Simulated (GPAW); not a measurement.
Band structure of HfCuSi2 (P4/nmm, 8 atoms in the cell).

```
HfCuSi2
1.0
    3.66138     0.00000     0.00000
    0.00000     3.66138     0.00000
    0.00000     0.00000     8.96353
Hf Si Cu
2 4 2
Direct
  0.00000   0.50000   0.26585
  0.50000   0.00000   0.73415
  0.50000   0.50000   0.50000
  0.00000   0.00000   0.50000
  0.50000   0.00000   0.17018
  0.00000   0.50000   0.82982
  0.00000   0.00000   0.00000
  0.50000   0.50000   0.00000
```

Method of the run: PBEsol, GPAW PAW datasets PBEsol (made by gpaw-setup) (plane waves; GPAW).

Settings: mode = pw; ecut = 850 eV; xc = PBEsol; kpts = 8 8 3; mesh shift (steps) = 0 0 0; occupations.name = fermi-dirac; occupations.width = 0.136 eV; nbands = -12; symmetry.symmorphic = false; symmetry.tolerance = 0.0005; maxiter = 100; bandpath_npoints = 40.

The starting cell comes from a database of computed structures (which also holds hypothetical and non-ambient phases and stackings), without a prior relaxation at this level. Spin-orbit coupling is off. Spin polarisation is off.

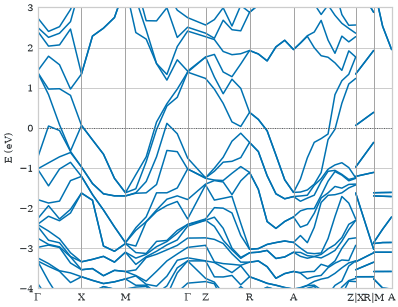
*Bands along the path, energies from the Fermi level.*

Levels in eV from the Fermi level, bands 28 to 35:
| point | 28 | 29 | 30 | 31 | 32 | 33 | 34 | 35 |
|---|---|---|---|---|---|---|---|---|
| Γ | -1.02 | -1.02 | -0.75 | 1.39 | 1.39 | 1.41 | 2.41 | 2.51 |
| X | -1.21 | -0.98 | -0.98 | 0.06 | 0.06 | 1.34 | 1.34 | 3.63 |
| M | -2.86 | -1.69 | -1.69 | -1.62 | -1.62 | 3.53 | 3.53 | 3.83 |
| Z | -1.26 | -1.24 | -1.24 | 1.23 | 1.76 | 1.76 | 2.27 | 2.36 |
| R | -1.11 | -0.36 | -0.36 | 0.39 | 0.39 | 1.93 | 1.93 | 2.88 |
| A | -2.22 | -1.71 | -1.71 | -1.61 | -1.61 | 1.95 | 1.95 | 3.86 |

Bands cross the Fermi level along this path, so the cell is metallic at this level.
